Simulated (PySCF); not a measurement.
System: BiSb (charge +1, doublet).

```xyz
2

Bi    0.0000    0.0000   -0.9844
Sb    0.0000    0.0000    1.7016
```

Core potentials replace the inner electrons of Bi and Sb.

Computed with PBE0/cc-pVDZ(-PP), non-relativistic Hamiltonian with scalar-relativistic core potentials where named, at a bond length of 2.686 Å in PySCF.

What will maps of the electron density, electron localisation function and spin density show?

Bi–Sb (2.69 Å): ρ at the midpoint is about 0.5 e/Å³; the ELF reaches about 0.60 near the midpoint.
The unpaired spin (1 electron) lies mostly on Sb2 (about 0.8) and Bi1 (about 0.2), in electrons by Hirshfeld's partition.

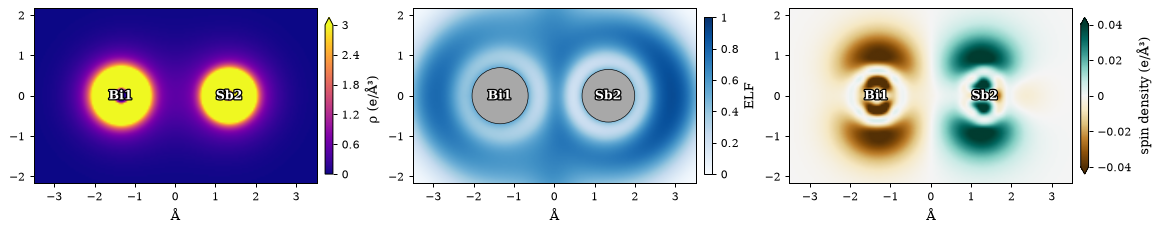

Computed electron density, electron localisation function and spin density on a plane that holds the molecular axis, in this order. Grey discs cover the atomic cores in the ELF map. 
